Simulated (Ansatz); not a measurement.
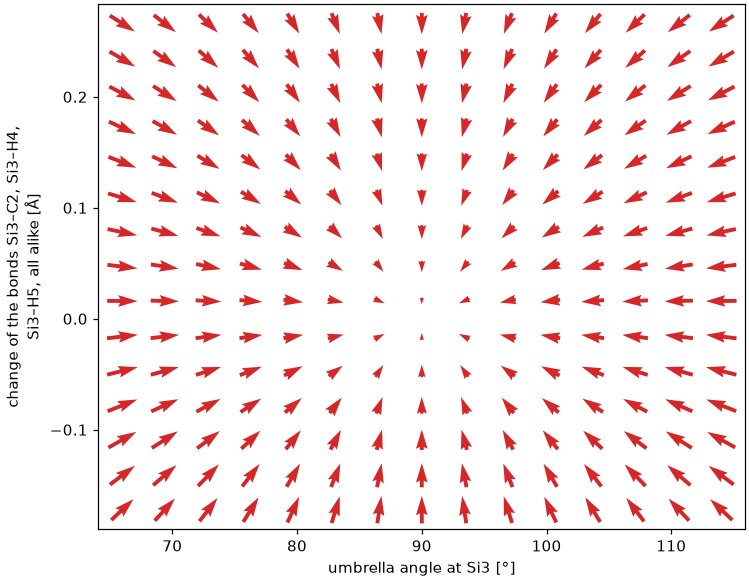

CH2NSi, SMILES N#C[SiH2+], charge +1. First axis: umbrella angle at Si3 (between each of its bonds and their common axis; 90 is planar). Second axis: change of the bonds Si3–C2, Si3–H4, Si3–H5, all alike. Nothing is relaxed (all other coordinates rigid). The scan uses a 15 × 15 grid; 120 points were computed and 105 follow by symmetry. Points are written as (first, second). Computed with Ansatz 0.2.0, RHF/def2-TZVP.

Drawn: arrows along the force (downhill), their lengths compressed.

The arrows alone are given. Where is the energy lowest?

Answer. The arrows converge at about (90°, 0.000 Å) (read from the interpolated surface).

The energy map of the same scan:

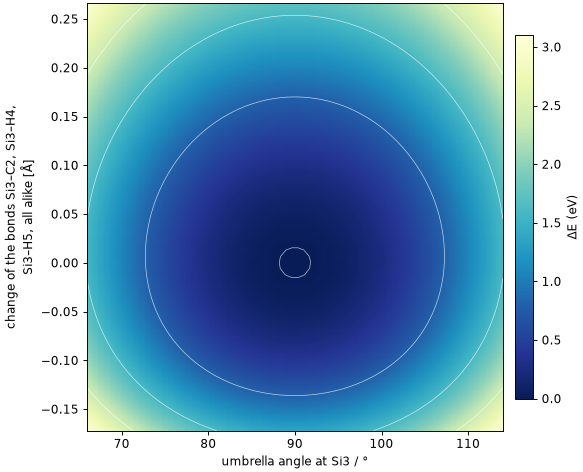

Energies are in eV, from the lowest grid point; between grid points the surface is interpolated.
